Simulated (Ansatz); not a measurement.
**Mg3Pb2S2, from a guessed structure to a relaxed one**

This structure for Mg3Pb2S2 is made up. Its elements were placed in a known structure type with a cell scaled to their sizes. What cell does the guess relax to, and how far off was it?

Method: DFT, PBEsol, plane-wave PAW, files of the set soft_1, scalar-relativistic, no spin, cell and ions relaxed at zero pressure; PAW set soft_1, in Ansatz 0.2.0.

## (1) Set-up

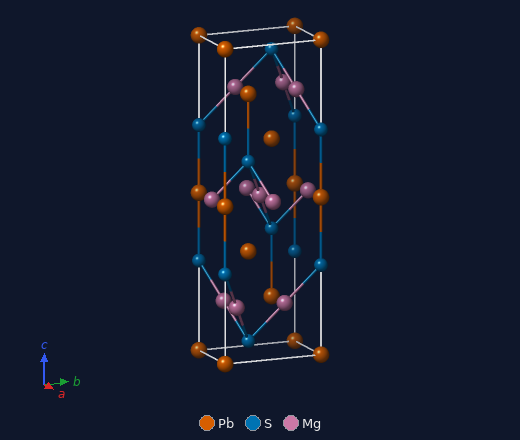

The cell as given, slightly off an axis (lead orange, sulfur blue, magnesium pink). This picture shows the conventional cell, with its axes. Some periodic images of atoms are drawn too.

## (2) Relaxation of the guess

The guess takes its coordinates from another compound and its volume from a rule, so the cell and any free coordinates are relaxed together.

Input file input.yaml:

```yaml
crystal:
  lattice:
    - [3.0395, 1.754856143, 4.994333333]
    - [-3.0395, 1.754856143, 4.994333333]
    - [0.0, -3.509712286, 4.994333333]
  atoms:
    - { symbol: Pb, position: [0.5, 0.5, 0.5] }
    - { symbol: Pb, position: [0.0, 0.0, 0.0] }
    - { symbol: S, position: [0.284733331, 0.284733331, 0.284733331] }
    - { symbol: S, position: [0.715266669, 0.715266669, 0.715266669] }
    - { symbol: Mg, position: [0.0, 0.5, 0.0] }
    - { symbol: Mg, position: [0.0, 0.0, 0.5] }
    - { symbol: Mg, position: [0.5, 0.0, 0.0] }
kpoints:
  mp_grid: { grid: [6, 6, 6] }
scf:
  occupations: { method: fermi_dirac, width: 0.05 }
hamiltonian:
  xc: pbesol
  pseudopotentials: { kind: paw, azcp: { folder: soft_1 }, xc_functional: pbe }
relax:
  f_tol: 0.015
  max_steps: 70
  cell: {}
output:
  forces: true
  stress: true
```

Launch:

```bash
ansatz run input.yaml --threads 4 --pin off --max-ram 10240MiB --backend cpu --events-out ev --progress --plain --runs-dir out
```

Numbers of over 12 decimals in the logs are rounded to 6 here.

The program printed:

```text
Engine: ansatz 0.2.0, x86_64-unknown-linux-gnu
Pseudopotentials: kind: paw
Pseudopotential: Pb, paw, valence charge 14, recommended cutoff 420 eV (normal), soft_1/Pb.paw.azcp
Pseudopotential: S, paw, valence charge 6, recommended cutoff 420 eV (normal), soft_1/S.paw.azcp
Pseudopotential: Mg, paw, valence charge 10, recommended cutoff 420 eV (normal), soft_1/Mg.paw.azcp
Functional definition: PBEsol
  exchange = pbesol_x
  correlation = pbesol_c
Crystal: 7 atoms, lattice volume = 159.835 Å³
Basis set: ecut = 420 eV, 3131 PW (Γ), exchange–correlation on 90×90×90 points (8 copies of the dense FFT grid, shifted against one another)
Bands: 42, of which v1, the nominal top of the filled ones, is band 35 counted from 1 (34 counted from 0)
Symmetry: 12 space group operations
Space group: R-3m (ITA 166), of the structure as read, at distance tolerance 5.4e-5 Å
k-points: 32 of 216
Non-local potential: Pb, projectors of the file, l = 0: 2, l = 1: 2, l = 2: 2, l = 3: 1
Non-local potential: S, projectors of the file, l = 0: 2, l = 1: 2, l = 2: 1
Non-local potential: Mg, projectors of the file, l = 0: 3, l = 1: 2, l = 2: 1
PAW form: soft (Blöchl's): semilocal exchange-correlation on the pseudo side does not see the compensation charge
PAW frozen core: Pb, regenerated for the run's functional, and the local potential with it (the file was generated under x = pbe(κ = 0.804, μ = 0.219515), c = pbe(β = 0.066725))
PAW frozen core: S, regenerated for the run's functional, and the local potential with it (the file was generated under x = pbe(κ = 0.804, μ = 0.219515), c = pbe(β = 0.066725))
PAW frozen core: Mg, regenerated for the run's functional, and the local potential with it (the file was generated under x = pbe(κ = 0.804, μ = 0.219515), c = pbe(β = 0.066725))
PAW one-centre angular grid: Pb, 590 points (default); XC on 64 Gauss nodes
PAW one-centre angular grid: S, 110 points (default); XC on 64 Gauss nodes
PAW one-centre angular grid: Mg, 110 points (default); XC on 64 Gauss nodes
Initial density: superposition of atomic densities (chi_scale 0.1, normalization cell, long waves kept (reshape's long-wave potential 0.01 eV rms))
Initial wavefunctions: pseudopotential atomic-orbital guess
Functional: x = pbesol(κ = 0.804, μ = 0.123457), c = pbesol(β = 0.046)
SCF iter   1: F=—  HF=-31025.038346 eV  |F-HF|=—  |Δ(HF+E_count)|=         —  Δρ=4.33e-2  dr2=7.14e0  ethr=3.10e-3  ⟨swp⟩=10.9  Hψ=7483  notcnv=0  defer=1
preconditioner: auto → Resta (q_TF=auto, 2.378 Å⁻¹)  ε∞=3.7  [insulator: Δε(μ)=0.202 eV  Ē_g=12.130 eV  σ=0.050 eV  W_gap=0.76  n_scr=26 (ndim 8)  ℏωp=19.9 eV  f_vac=0.000  D(μ)=0.79/eV (n_scr^D=0)  ε∞_Penn≈3.7]
SCF iter   2: F=—  HF=-31022.999084 eV  |F-HF|=—  |Δ(HF+E_count)|=    2.04e0  Δρ=1.87e-2  dr2=1.22e0  ethr=3.10e-3  ⟨swp⟩=3.0  Hψ=2713  notcnv=0  defer=29
preconditioner: auto → Kerker (q_TF=auto, 2.378 Å⁻¹)  [metal: Δε(μ)=0.082 eV  Ē_g=12.650 eV  σ=0.050 eV  W_gap=0.39  n_scr=26 (ndim 8)  ℏωp=19.9 eV  f_vac=0.000  D(μ)=2.12/eV (n_scr^D=14)]
SCF iter   3: F=—  HF=-31022.667729 eV  |F-HF|=—  |Δ(HF+E_count)|=   3.31e-1  Δρ=4.74e-3  dr2=3.99e-2  ethr=1.74e-3  ⟨swp⟩=3.1  Hψ=2148  notcnv=0  defer=29
SCF iter   4: F=—  HF=-31022.661518 eV  |F-HF|=—  |Δ(HF+E_count)|=   6.21e-3  Δρ=1.10e-3  dr2=2.74e-3  ethr=5.70e-5  ⟨swp⟩=2.5  Hψ=2348  notcnv=0  defer=29
SCF iter   5: F=—  HF=-31022.661230 eV  |F-HF|=—  |Δ(HF+E_count)|=   2.87e-4  Δρ=2.76e-4  dr2=1.71e-4  ethr=3.91e-6  ⟨swp⟩=2.2  Hψ=1761  notcnv=0  defer=29
SCF iter   6: F=—  HF=-31022.661232 eV  |F-HF|=—  |Δ(HF+E_count)|=   2.12e-6  Δρ=9.34e-5  dr2=1.67e-5  ethr=2.44e-7  ⟨swp⟩=2.7  Hψ=2336  notcnv=0  defer=29
SCF iter   7: F=—  HF=-31022.661290 eV  |F-HF|=—  |Δ(HF+E_count)|=   5.70e-5  Δρ=2.49e-5  dr2=1.97e-6  ethr=2.39e-8  ⟨swp⟩=2.1  Hψ=1880  notcnv=0  defer=29
SCF iter   8: F=—  HF=-31022.661289 eV  |F-HF|=—  |Δ(HF+E_count)|=   1.41e-7  Δρ=6.73e-6  dr2=2.04e-7  ethr=2.81e-9  ⟨swp⟩=2.7  Hψ=2119  notcnv=0  defer=29
SCF iter   9: F=-31022.661289 eV  HF=-31022.661289 eV  |F-HF|=8.49e-9  |Δ(HF+E_count)|=   2.95e-8  Δρ=2.42e-6  dr2=1.59e-8  ethr=1.43e-10  ⟨swp⟩=5.0  Hψ=4583  notcnv=0
SCF 1 converged in 9 iterations: F = -31022.661289 eV  dr2 = 1.59e-8
  greatest PAW one-centre occupation: 1.000 electrons in one spin orbital (limit 2), on the Mg atom at site 6 (counted from 0), in its partial waves of l = 0
relax step   1: F+E_penalty+E_count = -31022.66128934 eV  Δ(F+E_penalty+E_count) = +0.000e0 eV  max|allowed force component| = 1.334e-1 eV/Å  Δτ_max = 0.0000 Å  P = +0.767 GPa  Ω = 159.835 Å³  (9 SCF iters, dr2 threshold 1.00e-7 eV, accepted)
Crystal: 7 atoms, lattice volume = 162.341 Å³
Basis set: ecut = 420 eV, 3197 PW (Γ), exchange–correlation on 90×90×90 points (8 copies of the dense FFT grid, shifted against one another)
Initial density: handed on by an earlier stage of this run
Initial wavefunctions: those handed on with the density
iter 1 solved again at ethr=6.26e-5 eV; its pass at ethr=3.10e-3 eV (dr2=4.38e-2 eV) is discarded
SCF iter   1: F=—  HF=-31022.719451 eV  |F-HF|=—  |Δ(HF+E_count)|=         —  Δρ=2.83e-3  dr2=4.41e-2  ethr=6.26e-5  ⟨swp⟩=1.9  Hψ=7529  notcnv=0
preconditioner: auto → Kerker (q_TF=auto, 2.371 Å⁻¹)  [metal: Δε(μ)=0.025 eV  Ē_g=12.946 eV  σ=0.050 eV  W_gap=0.12  n_scr=26 (ndim 8)  ℏωp=19.8 eV  f_vac=0.000  D(μ)=2.85/eV (n_scr^D=14)]
SCF iter   2: F=—  HF=-31022.713245 eV  |F-HF|=—  |Δ(HF+E_count)|=   6.21e-3  Δρ=1.73e-3  dr2=1.76e-2  ethr=6.26e-5  ⟨swp⟩=1.0  Hψ=1344  notcnv=0
SCF iter   3: F=—  HF=-31022.709027 eV  |F-HF|=—  |Δ(HF+E_count)|=   4.22e-3  Δρ=3.13e-4  dr2=3.12e-4  ethr=2.52e-5  ⟨swp⟩=2.0  Hψ=1660  notcnv=0
SCF iter   4: F=—  HF=-31022.709050 eV  |F-HF|=—  |Δ(HF+E_count)|=   2.21e-5  Δρ=1.12e-4  dr2=6.13e-5  ethr=4.46e-7  ⟨swp⟩=2.0  Hψ=1700  notcnv=0
SCF iter   5: F=—  HF=-31022.709034 eV  |F-HF|=—  |Δ(HF+E_count)|=   1.57e-5  Δρ=3.48e-5  dr2=4.95e-6  ethr=8.76e-8  ⟨swp⟩=2.0  Hψ=1652  notcnv=0
SCF iter   6: F=-31022.709033 eV  HF=-31022.709034 eV  |F-HF|=9.83e-8  |Δ(HF+E_count)|=   3.81e-7  Δρ=1.09e-5  dr2=2.74e-7  ethr=1.00e-9  ⟨swp⟩=5.5  Hψ=4850  notcnv=0
SCF 2 converged in 6 iterations: F = -31022.709033 eV  dr2 = 2.74e-7
  greatest PAW one-centre occupation: 1.000 electrons in one spin orbital (limit 2), on the Mg atom at site 4 (counted from 0), in its partial waves of l = 0
relax step   2: F+E_penalty+E_count = -31022.70903344 eV  Δ(F+E_penalty+E_count) = -4.774e-2 eV  max|allowed force component| = 2.953e-2 eV/Å  Δτ_max = 0.0156 Å  P = -0.017 GPa  Ω = 162.341 Å³  energy of the carried Pulay correction = -2.891e-4 eV  (6 SCF iters, dr2 threshold 7.00e-7 eV, accepted)
Crystal: 7 atoms, lattice volume = 162.068 Å³
Basis set: ecut = 420 eV, 3141 PW (Γ), exchange–correlation on 90×90×90 points (8 copies of the dense FFT grid, shifted against one another)
iter 1 solved again at ethr=5.52e-5 eV; its pass at ethr=3.10e-3 eV (dr2=3.86e-2 eV) is discarded
SCF iter   1: F=—  HF=-31022.727609 eV  |F-HF|=—  |Δ(HF+E_count)|=         —  Δρ=2.78e-3  dr2=3.85e-2  ethr=5.52e-5  ⟨swp⟩=2.3  Hψ=7531  notcnv=0
preconditioner: auto → Kerker (q_TF=auto, 2.372 Å⁻¹)  [metal: Δε(μ)=0.070 eV  Ē_g=12.962 eV  σ=0.050 eV  W_gap=0.33  n_scr=32 (ndim 8)  ℏωp=19.8 eV  f_vac=0.000  D(μ)=2.47/eV (n_scr^D=14)]
SCF iter   2: F=—  HF=-31022.722428 eV  |F-HF|=—  |Δ(HF+E_count)|=   5.18e-3  Δρ=1.64e-3  dr2=1.41e-2  ethr=5.50e-5  ⟨swp⟩=1.0  Hψ=1344  notcnv=0
SCF iter   3: F=—  HF=-31022.719330 eV  |F-HF|=—  |Δ(HF+E_count)|=   3.10e-3  Δρ=2.34e-4  dr2=1.32e-4  ethr=2.01e-5  ⟨swp⟩=2.0  Hψ=1554  notcnv=0
SCF iter   4: F=—  HF=-31022.719406 eV  |F-HF|=—  |Δ(HF+E_count)|=   7.60e-5  Δρ=5.52e-5  dr2=1.13e-5  ethr=1.89e-7  ⟨swp⟩=2.3  Hψ=1741  notcnv=0
SCF iter   5: F=—  HF=-31022.719404 eV  |F-HF|=—  |Δ(HF+E_count)|=   2.20e-6  Δρ=1.83e-5  dr2=1.28e-6  ethr=1.61e-8  ⟨swp⟩=2.0  Hψ=1694  notcnv=0
SCF iter   6: F=-31022.719404 eV  HF=-31022.719404 eV  |F-HF|=6.15e-8  |Δ(HF+E_count)|=   1.74e-7  Δρ=7.03e-6  dr2=1.12e-7  ethr=1.00e-9  ⟨swp⟩=5.0  Hψ=4781  notcnv=0
SCF 3 converged in 6 iterations: F = -31022.719404 eV  dr2 = 1.12e-7
relax step   3: F+E_penalty+E_count = -31022.71940371 eV  Δ(F+E_penalty+E_count) = -1.037e-2 eV  max|allowed force component| = 1.210e-1 eV/Å  Δτ_max = 0.0200 Å  P = +0.176 GPa  Ω = 162.068 Å³  energy of the carried Pulay correction = -2.578e-4 eV  (6 SCF iters, dr2 threshold 7.00e-7 eV, accepted)
[...]
relax step   4: F+E_penalty+E_count = -31022.72285722 eV  Δ(F+E_penalty+E_count) = -3.454e-3 eV  max|allowed force component| = 2.745e-2 eV/Å  Δτ_max = 0.0265 Å  P = -0.213 GPa  Ω = 164.228 Å³  energy of the carried Pulay correction = -5.039e-4 eV  (5 SCF iters, dr2 threshold 7.00e-7 eV, accepted)
[...]
relax step   5: F+E_penalty+E_count = -31022.72338880 eV  Δ(F+E_penalty+E_count) = -5.316e-4 eV  max|allowed force component| = 1.683e-2 eV/Å  Δτ_max = 0.0018 Å  P = +0.056 GPa  Ω = 163.424 Å³  energy of the carried Pulay correction = -4.128e-4 eV  (5 SCF iters, dr2 threshold 1.93e-7 eV, accepted)
[...]
relax step   6: F+E_penalty+E_count = -31022.72342857 eV  Δ(F+E_penalty+E_count) = -3.977e-5 eV  max|allowed force component| = 3.979e-4 eV/Å  Δτ_max = 0.0018 Å  P = +0.001 GPa  Ω = 163.526 Å³  energy of the carried Pulay correction = -4.243e-4 eV  (5 SCF iters, dr2 threshold 1.77e-8 eV, accepted)
Initial wavefunctions: pseudopotential atomic-orbital guess (no wavefunctions were taken with the density)
iter 1 solved again at ethr=5.52e-7 eV; its pass at ethr=3.10e-3 eV (dr2=3.86e-4 eV) is discarded
SCF iter   1: F=—  HF=-31022.723723 eV  |F-HF|=—  |Δ(HF+E_count)|=         —  Δρ=2.85e-4  dr2=3.38e-6  ethr=5.52e-7  ⟨swp⟩=4.0  Hψ=10390  notcnv=0
SCF iter   2: F=—  HF=-31022.723897 eV  |F-HF|=—  |Δ(HF+E_count)|=   1.74e-4  Δρ=1.45e-4  dr2=8.73e-7  ethr=4.83e-9  ⟨swp⟩=2.1  Hψ=1673  notcnv=0
SCF iter   3: F=—  HF=-31022.723934 eV  |F-HF|=—  |Δ(HF+E_count)|=   3.69e-5  Δρ=2.94e-6  dr2=1.15e-8  ethr=1.25e-9  ⟨swp⟩=2.9  Hψ=2395  notcnv=0
SCF iter   4: F=—  HF=-31022.723934 eV  |F-HF|=—  |Δ(HF+E_count)|=   7.44e-9  Δρ=6.72e-7  dr2=2.30e-9  ethr=1.65e-11  ⟨swp⟩=2.0  Hψ=1685  notcnv=0
SCF iter   5: F=—  HF=-31022.723934 eV  |F-HF|=—  |Δ(HF+E_count)|=  5.02e-10  Δρ=2.39e-7  dr2=3.63e-10  ethr=3.28e-12  ⟨swp⟩=2.0  Hψ=1636  notcnv=0
SCF iter   6: F=-31022.723934 eV  HF=-31022.723934 eV  |F-HF|=3.64e-12  |Δ(HF+E_count)|=  1.09e-10  Δρ=8.12e-8  dr2=2.44e-11  ethr=1.00e-12  ⟨swp⟩=5.1  Hψ=4820  notcnv=0
SCF 7 converged in 6 iterations: F = -31022.723934 eV  dr2 = 2.44e-11
relax step   7: F+E_penalty+E_count = -31022.72393391 eV  Δ(F+E_penalty+E_count) = -5.053e-4 eV  max|allowed force component| = 2.818e-4 eV/Å  Δτ_max = 0.0000 Å  P = +0.001 GPa  Ω = 163.526 Å³  stress off target by 2.02e-3 GPa  SCF on the basis re-selected at this cell (its energy is not comparable with the rows above)  (6 SCF iters)
basis re-selected at this cell: Δ(F+E_penalty+E_count) = -5.053e-4 eV, ΔP = +0.000 GPa vs the last step (what re-selecting the basis moved, of the pressure what is left beyond the Pulay correction that the steps carried, after the strain that the cell walked since its last selection, with what the two solves' SCF thresholds leave and, on support functions, any second-order correction that the steps lacked; it is no m [...]
SCF converged after 6 iterations
Free energy (F): -31022.723934 eV
Harris-Foulkes:  -31022.723934 eV  (|F-HF|=3.64e-12)
Internal energy: -31022.701422 eV  (E = F + TS)
E sigma→0 (E₀):  -31022.712678 eV
Entropy (-TS):   -0.022512 eV (-3.216 meV/atom)
Fermi energy:    7.625945 eV
--- Per-component energies (eV) ---
  E_band       = -1148.714770
  E_kinetic    = 1009.415355
  E_local      = -7705.119729  (includes V_loc(G=0)·N_el)
  E_nonlocal   = 1271.355052
  E_hartree    = 2755.191860
  E_xc         = -662.127324
  E_vxc        = -542.478089  (∫ρ·V_xc dr)
  E_paw        = -22542.870636  (= ΣΔE_a)
  E_vpaw       = -692.270952  (= ΣTr[D̂ρ^β])
  E_aug_tail   = -0.000462  (compensation charges beyond the density's cutoff)
  E_ewald      = -5148.970364
  E_core_change = 0.424826  (= ΣΔE_core)
  E_smearing   = -0.022512  (= −TS)
  E_closure    = 0.000000  (closes the sum)
  Σ components = -31022.723934   (vs F -31022.723934, Δ=0.00e0)
--- Forces (eV/Å), atoms counted from 1 ---
  atom   1  Pb    -0.00000000     0.00000000    -0.00000000
  atom   2  Pb     0.00000000    -0.00000000     0.00000000
  atom   3  S      0.00000000     0.00000000     0.00028180
  atom   4  S      0.00000000    -0.00000000    -0.00028180
  atom   5  Mg     0.00000000     0.00000000    -0.00000000
  atom   6  Mg    -0.00000000     0.00000000     0.00000000
  atom   7  Mg    -0.00000000     0.00000000     0.00000000
  max |Σ_I F_I| component: 9.25e-18 eV/Å
--- Stress (GPa, compression-positive) ---
        0.002019       0.000000      -0.000000
        0.000000       0.002019      -0.000000
       -0.000000      -0.000000      -0.001340
  P = ⅓ Tr σ = 0.0009 GPa (0.009 kbar)
--- Relaxed structure (6 steps of the walk, 6 accepted, 1 SCFs on fresh bases) ---
  F+E_penalty+E_count = -31022.72393391 eV   max|allowed force component| = 2.818e-4 eV/Å   (the final SCF, on the basis selected at the relaxed cell)
  cell:  # Å, volume = 163.5263 Å³
    - [3.131463, 1.807951, 4.813960]
    - [-3.131463, 1.807951, 4.813960]
    - [0, -3.615901, 4.813960]
  atoms:
    - { symbol: Pb, position: [0.5, 0.5, 0.500000] }
    - { symbol: Pb, position: [0, 0, 0] }
    - { symbol: S, position: [0.285340, 0.285340, 0.285340] }
    - { symbol: S, position: [0.714660, 0.714660, 0.714660] }
    - { symbol: Mg, position: [0.0, 0.5, -2.7755575615628914e-17] }
    - { symbol: Mg, position: [2.7755575615628914e-17, 2.7755575615628914e-17, 0.500000] }
    - { symbol: Mg, position: [0.5, 0.0, -2.7755575615628914e-17] }
```

Elapsed: 12 s, on 4 threads of INTEL XEON PLATINUM 8581C at 2.10GHz (Emerald Rapids), shared host; peak memory 0.66 GiB; 43 s of CPU time.

The steps of the relaxation:

| step | energy less that of the first step (eV) | largest force component (eV/Å) | pressure (GPa) | volume (Å³) |
| --- | --- | --- | --- | --- |
| 1 | 0.0000 | 0.1334 | 0.77 | 159.84 |
| 2 | -0.0477 | 0.0295 | -0.02 | 162.34 |
| 3 | -0.0581 | 0.1210 | 0.18 | 162.07 |
| 4 | -0.0616 | 0.0275 | -0.21 | 164.23 |
| 5 | -0.0621 | 0.0168 | 0.06 | 163.42 |
| 6 | -0.0621 | 0.0004 | 0.00 | 163.53 |
| 7* | -0.0626 | 0.0003 | 0.00 | 163.53 |

Relaxation steps marked * repeat the geometry before them on a plane-wave basis chosen anew for their cell, so energy and pressure can jump there.

The run keeps the 12 symmetry operations that it works with, so distortions that break them were not tested.

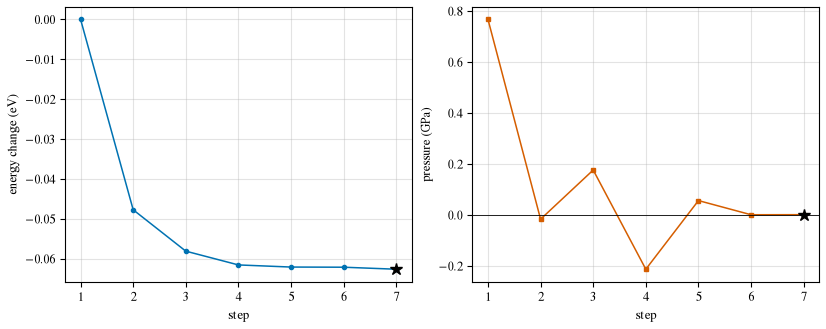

Energy and pressure along the relaxation. Stars mark steps on a basis chosen anew.

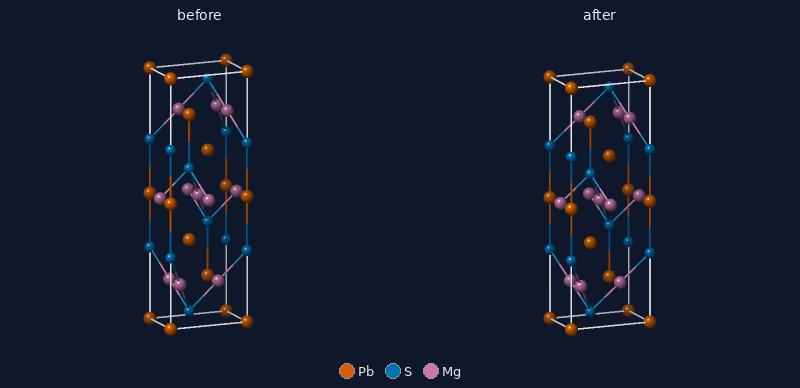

The structure before and after the relaxation, drawn at the same scale.

| conventional cell, symmetrised | before | after | change |
| --- | --- | --- | --- |
| a (Å) | 6.079 | 6.263 | +3.0 % |
| b (Å) | 6.079 | 6.263 | +3.0 % |
| c (Å) | 14.983 | 14.442 | -3.6 % |
| volume (Å³/atom) | 22.83 | 23.36 | +2.3 % |

The relaxed structure:

```xyz
7
Lattice="3.1315 1.8080 4.8140 -3.1315 1.8080 4.8140 0.0000 -3.6159 4.8140" Properties=species:S:1:pos:R:3 pbc="T T T"
Pb    0.0000    0.0000    7.2209
Pb    0.0000    0.0000    0.0000
S     0.0000    0.0000    4.1208
S     0.0000    0.0000   10.3210
Mg   -1.5657    0.9040    2.4070
Mg    0.0000   -1.8080    2.4070
Mg    1.5657    0.9040    2.4070
```

Numbers from this step:

```
free energy             : -31022.7239 eV
energy at zero smearing : -31022.7127 eV
smearing term TS        : 0.02251 eV
Fermi energy            : 7.626 eV
electrons               : 70
symmetry operations     : 12
pressure                : 8.99e-4 GPa
```

The shortest distance of each pair, which need not be the same contact before and after:

| pair | guess (Å) | relaxed (Å) |
| --- | --- | --- |
| Mg–S | 2.492 | 2.491 |
| Mg–Pb | 3.039 | 3.010 |
| Pb–S | 3.225 | 3.100 |
| Mg–Mg | 3.039 | 3.131 |
| S–S | 3.800 | 3.873 |

The relaxation ends with a largest force component of 2.8e-4 eV/Å and a pressure of 0.00 GPa.

## (3) Outcome

```yaml
space_group_relaxed: R-3m
conventional_cell: a = 6.263, b = 6.263, c = 14.442 Å; α = 90.0°, β = 90.0°, γ = 120.0°
volume_per_atom: 23.36 Å³ (guess 22.83)
```

In words: Mg3Pb2S2 relaxes to R-3m with a = 6.263, b = 6.263 and c = 14.442 Å. The guessed volume was 2 % too small. The space group R-3m was held in the relaxation, so the end point is a stationary structure within it and may be a saddle against distortions or other arrangements. Mesh and cutoff weren't tested. Spin-orbit coupling is left out, which can matter for elements this heavy. No dispersion term is used, so weakly bound directions may come out too long. Nothing here tests whether the compound is stable against decomposition.

[Logs are printed without paths, hosts, clocks, repeated set-up lines and the standing remarks that a program may print on its own settings, such as how far it seeks lower states.]

[Hosts, paths, dates, database ids (printed as entryN), source tags and the programs' standing remarks are cut or masked in the printed files.]
